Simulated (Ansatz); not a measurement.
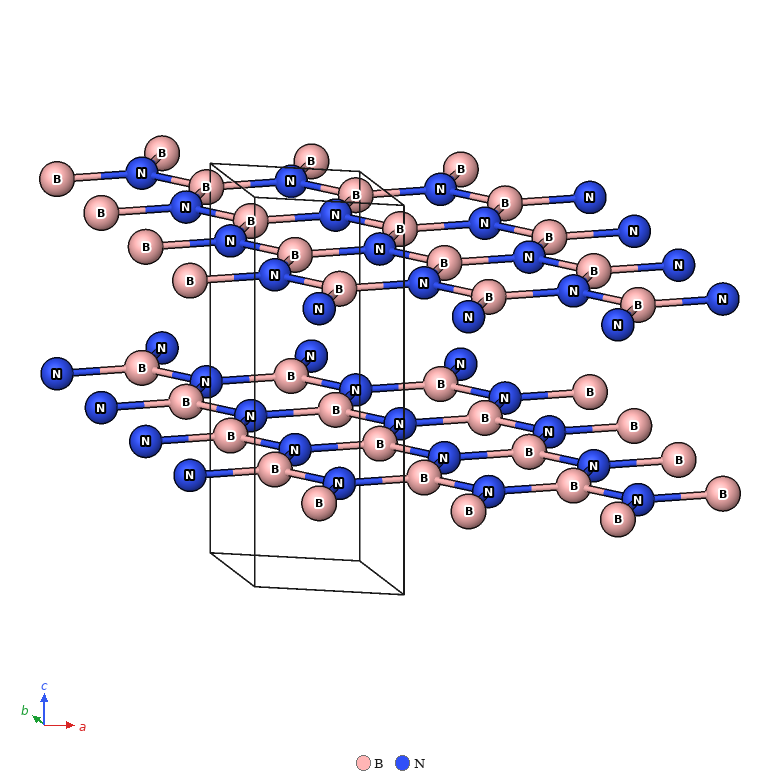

BN (space group P6_3/mmc, No. 194). Coordinates: the input geometry of an electronic-structure calculation (not necessarily at equilibrium).

Bonds are taken as B–N below 1.6 Å; no other contact counts. The graph is simplified in the usual way: terminal and isolated atoms are pruned, two-connected atoms become edges.

> What kind of net remains, and which atoms are its nodes?

A uninodal 3-connected, two-periodic (layers) net: B and N are 3-connected nodes.

> Name the underlying net.

It is the hcb net, known from graphene.

> How do the layers lie?

The layers lie parallel to (001).

> How many nodes does the smallest cycle have?

Six.

> Give the first ten terms of the coordination sequence (nodes one, two, three … edges away).

B and N: 3, 6, 9, 12, 15, 18, 21, 24, 27, 30.

The simplified net, drawn on the atoms' positions. Nodes are coloured by element. One layer is drawn. Short stubs are edges that leave the cut-out.

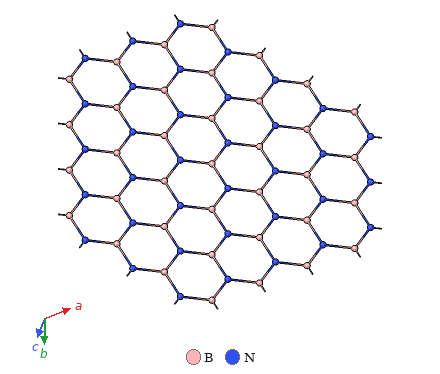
